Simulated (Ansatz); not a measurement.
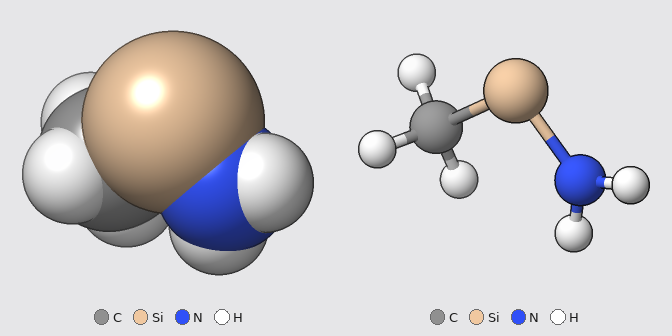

The same structure drawn twice, from different directions.

Computed geometry: PBE0-D4/def2-TZVP optimisation.

Give the formula.

Answer. CH₅NSi, 8 atoms: 1 carbon, 5 hydrogen, 1 nitrogen and 1 silicon.

How many bonds of each kind are drawn?

Answer. 3 C–H, 2 N–H, 1 C–Si, 1 N–Si.

The parts below concern this one geometry. Atoms keep their numbers from picture to picture.

### Shape

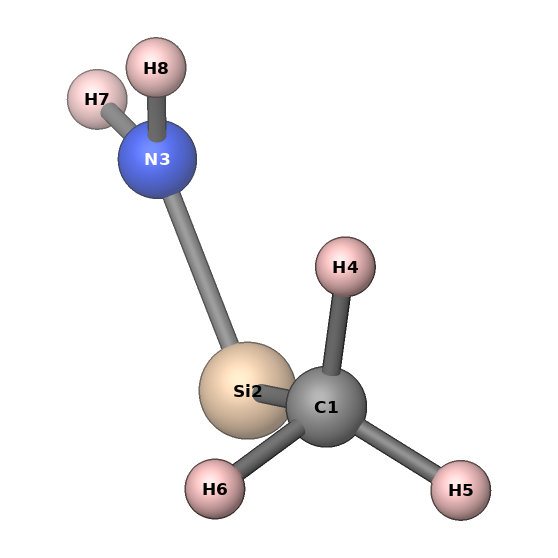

Si2 lies behind C1. The molecule seen a little off the C1–Si2 bond, C1 in front. Depth is shown by fading: the farther an atom, the more it takes the colour of the background.

What is the torsion angle H4–C1–Si2–N3? The sign is positive where the front bond must turn clockwise to cover the back bond.

Answer. −20°, synperiplanar.

### Levels of theory compared

Program: Ansatz 0.2.0.

Tabulate HOMO–LUMO gap (eV), HOMO energy (eV) at these levels: B97M-V/def2-TZVPP; BLYP-D4/def2-TZVPP; PBE0-D4/def2-QZVPP; PBE0-D4/def2-TZVPP; r2SCAN-D4/def2-TZVPP; r2SCAN0-D4/def2-TZVPP; ωB97M-V/def2-SVP; ωB97M-V/def2-TZVPP.

```csv
level,HOMO–LUMO gap (eV),HOMO energy (eV)
B97M-V/def2-TZVPP,3.51,−5.23
BLYP-D4/def2-TZVPP,3.10,−4.86
PBE0-D4/def2-QZVPP,4.93,−6.07
PBE0-D4/def2-TZVPP,4.96,−6.03
r2SCAN-D4/def2-TZVPP,3.39,−5.16
r2SCAN0-D4/def2-TZVPP,5.15,−6.14
ωB97M-V/def2-SVP,9.20,−7.99
ωB97M-V/def2-TZVPP,9.02,−8.13
```

### Charges

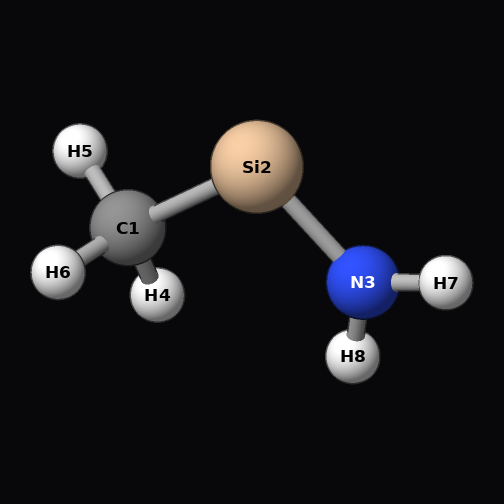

The questions are on Mulliken charges. Method: RKS r2SCAN-D4/def2-TZVPP (Ansatz 0.2.0).

Which atom carries the highest charge (most positive or least negative)?

Answer. Si2 (0.19 e).

And the lowest?

Answer. N3 (−0.39 e).

List the Mulliken charges.

```csv
atom,value (e)
C1,−0.30
Si2,0.19
N3,−0.39
H4,0.04
H5,0.07
H6,0.07
H7,0.17
H8,0.15
```

### Dipole moment

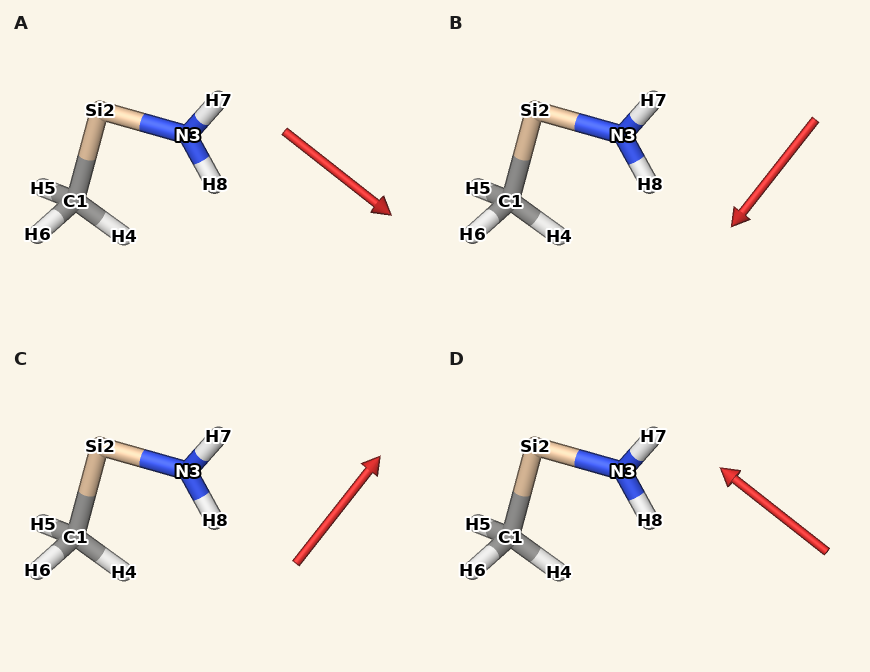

The same molecule four times, each with an arrow. Properties computed with RKS PBE-D4/def2-TZVPP (Ansatz 0.2.0).

Which arrow points along the dipole moment, from the negative to the positive end?

Answer. A. The dipole moment is 2.03 D; it points from the side of Si2, H5 to the side of H8 (the outermost atoms at the two ends).

Mulliken values depend strongly on the basis set and can even reverse the polarity of a bond.
